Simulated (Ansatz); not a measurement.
# Cl2 (chlorine) at 6 levels

We compute a comparison of 6 runs (HF/STO-3G, UHF/STO-3G, HSE06/STO-3G, r2SCAN/STO-3G, MP2/STO-3G, UMP2/STO-3G) of Cl2 (chlorine). 

The calculation is run with Ansatz 0.2.0.

21 further runs of the same task are left out: 3 that didn't finish, 18 set aside as unsound or not needed.

### Step 1. The molecule

The species is Cl2 (2 atoms), meant as a singlet with charge 0. As SMILES, `ClCl`. The Cl2–Cl1 distance was set to 5.039 Å, away from the relaxed value.

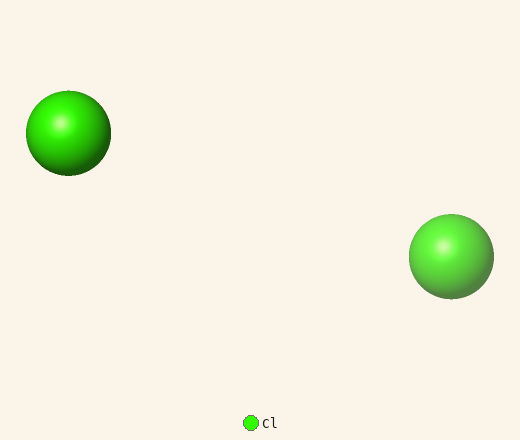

The structure, seen from a chosen angle (chlorine green).

### Step 2. A single-point energy at HF/STO-3G (run 1)

Input file run.yaml:

```yaml
crystal:
  periodic: [false, false, false]
  atoms:
    - {symbol: Cl, position_ang: [3.439374, -1.145231, 1.763427]}
    - {symbol: Cl, position_ang: [-0.859850, 0.286310, -0.440860]}
basis:
  gaussian:
    orbitals: STO-3G
hamiltonian:
  xc: hf
accuracy: high
```

On the command line:

```bash
ansatz run run.yaml --threads 1 --pin off --max-ram 2610MiB --events-out events.jsonl --progress --plain --runs-dir runs
```

The log of the run:

```text
Warning: RAYON_NUM_THREADS=1 ignored (pool sized by the plan → 1); use --threads N
Functional definition: HF
  name "HF"
  exchange = exact_x
  correlation = 0
257 factors; integrals over basis functions are off by at most 4.6e-9 eV
mean field evaluation 1: about -24731.0211 eV, gradient 9.3e-1 eV
mean field evaluation 2: about -24731.0242 eV, gradient 9.3e-1 eV
mean field evaluation 4: about -24731.0247 eV, gradient 5.5e-7 eV
mean field evaluation 8: about -24731.0312 eV, gradient 4.2e-2 eV
mean field evaluation 16: about -24731.0988 eV, gradient 5.9e-6 eV
mean field evaluation 32: about -24731.0637 eV, gradient 7.5e-2 eV
mean field evaluation 64: about -24731.0235 eV, gradient 5.5e-7 eV
mean field -24731.09883084 eV, -908.8511186925 hartree, gradient 2.8e-8 eV, S^2 0.000000; 6 other end points of the search recorded, 0 dependent functions left out
reference -24731.09883084 eV, -908.8511186925 hartree; 17, 17 occupied and 1, 1 virtual orbitals, 257 factors
Total energy: -24731.09883084 eV, -908.8511186925 hartree
```

Wall time 0.14 s (1 thread of Arm Neoverse V2, shared host).

### Step 3. The energy at UHF/STO-3G (run 2)

Input file input.yaml:

```yaml
crystal:
  periodic: [false, false, false]
  atoms:
    - {symbol: Cl, position_ang: [3.439374, -1.145231, 1.763427]}
    - {symbol: Cl, position_ang: [-0.859850, 0.286310, -0.440860]}
basis:
  gaussian: {orbitals: STO-3G}
accuracy: high
magnetization: {spin_polarized: true}
hamiltonian: {xc: hf}
```

On the command line:

```bash
ansatz run input.yaml --threads 1 --pin off --max-ram 2610MiB --events-out events.jsonl --progress --plain --runs-dir runs
```

The log of the run, shortened:

```text
Warning: RAYON_NUM_THREADS=1 ignored (pool sized by the plan → 1); use --threads N
Functional definition: HF
  name "HF"
[...]
257 factors; integrals over basis functions are off by at most 4.6e-9 eV
[...]
mean field -24737.44814565 eV, -909.0844517082 hartree, gradient 7.2e-10 eV, S^2 1.000000; 11 other end points of the search recorded, 0 dependent functions left out
reference -24737.44814565 eV, -909.0844517082 hartree; 17, 17 occupied and 1, 1 virtual orbitals, 257 factors
Total energy: -24737.44814565 eV, -909.0844517082 hartree
```

Wall time 0.48 s (1 thread of Arm Neoverse V2, shared host).

Run 3 isn't shown in full; the table further down has it.

### Step 4. A single-point energy at r2SCAN/STO-3G (run 4)

Input file in.yaml:

```yaml
crystal:
  periodic: [false, false, false]
  atoms:
    - symbol: Cl
      position_ang: [3.439374, -1.145231, 1.763427]
    - symbol: Cl
      position_ang: [-0.859850, 0.286310, -0.440860]
basis:
  gaussian:
    orbitals: STO-3G
magnetization:
  spin_polarized: false
hamiltonian:
  xc: r2scan
accuracy: high
```

On the command line:

```bash
ansatz run in.yaml --threads 1 --pin off --max-ram 2610MiB --events-out events.jsonl --progress --plain --runs-dir runs
```

The log of the run, shortened:

```text
Warning: RAYON_NUM_THREADS=1 ignored (pool sized by the plan → 1); use --threads N
Functional definition: r2SCAN
  name "r2SCAN"
[...]
257 factors; integrals over basis functions are off by at most 4.6e-9 eV
[...]
mean field -24766.91747647 eV, -910.1674296406 hartree, gradient 1.0e-8 eV, S^2 0.000000; 17 other end points of the search recorded, 0 dependent functions left out
reference -24766.91747673 eV, -910.1674296503 hartree; 17, 17 occupied and 1, 1 virtual orbitals, 257 factors
Total energy: -24766.91747673 eV, -910.1674296503 hartree
```

It took 40 s on 1 thread of Arm Neoverse V2, shared host; peak memory 0.11 GiB.

Run 5 isn't shown in full; the table further down has it.

### Step 5. The energy at UMP2/STO-3G (run 6)

Input file molecule.yaml:

```yaml
crystal:
  periodic: [false, false, false]
  atoms:
    - {symbol: Cl, position_ang: [3.439374, -1.145231, 1.763427]}
    - {symbol: Cl, position_ang: [-0.859850, 0.286310, -0.440860]}
basis:
  gaussian:
    orbitals: STO-3G
magnetization:
  spin_polarized: true
  initial_magnetization: 0
correlation:
  method: mp2
  frozen_orbitals: {Cl: 5}
accuracy: high
```

On the command line:

```bash
ansatz run molecule.yaml --threads 1 --pin off --max-ram 2610MiB --events-out events.jsonl --progress --plain --runs-dir runs
```

The log of the run, shortened:

```text
Warning: RAYON_NUM_THREADS=1 ignored (pool sized by the plan → 1); use --threads N
Functional definition: HF
  name "HF"
[...]
257 factors; integrals over basis functions are off by at most 4.6e-9 eV
[...]
mean field -24737.44814565 eV, -909.0844517082 hartree, gradient 7.2e-10 eV, S^2 1.000000; 25 other end points of the search recorded, 0 dependent functions left out
10 core orbitals not correlated: weight in the atoms' cores, before any rotation towards them, 1.000 or more for the frozen orbitals, at most 0.000 for the correlated occupied ones
reference -24737.44814565 eV, -909.0844517082 hartree; 7, 7 occupied and 1, 1 virtual orbitals, 257 factors
second order -0.00000119 eV of doubles, -0.00000000 eV of singles
Total energy: -24737.44814684 eV, -909.0844517518 hartree
```

Run time: 0.72 s. Hardware: 1 thread of Arm Neoverse V2, shared host.

### Step 6. Overview of the runs

```csv
run,level,frozen core orbitals,energy (Eh),wall time
1,HF/STO-3G,–,-908.851119,0.14 s
2,UHF/STO-3G,–,-909.084452,0.48 s
3,HSE06/STO-3G,–,-909.879045,15 s
4,r2SCAN/STO-3G,–,-910.167430,40 s
5,MP2/STO-3G,10,-909.108762,0.22 s
6,UMP2/STO-3G,10,-909.084452,0.72 s
```

### Step 7. Results

| quantity | value |
| --- | --- |
| run 6: total energy | -909.08445 Eh |
| run 6: correlation energy (10 core orbitals frozen) | 0.0 mEh |
| run 6: ⟨S²⟩ of the reference determinant | 1.000 |

In words: Below the UHF energy at the same shape and in the same basis (STO-3G): MP2 -24.3 mEh; UMP2 -0.0 mEh. Some of these start from another determinant than that one, so these aren't their correlation energies. Totals of different functionals can't be ranked against each other. In run 5 the log says that unrestricted orbitals would lower the reference, so the values rest on an unstable closed-shell determinant (other closed-shell runs at this shape may share the fault). In runs 1, 2, 3, 4, 5, 6 the basis is minimal, so the values are rough. In runs 1, 3, 4, 5 a closed-shell determinant meets a far-stretched bond, which it describes badly. Spin contamination of the reference: run 2 ⟨S²⟩ = 1.00, run 6 ⟨S²⟩ = 1.00. Where it is this large, the reference is a mixture of spin states, and values that rest on it are in doubt. All runs together took 56 s, the longest 40 s.
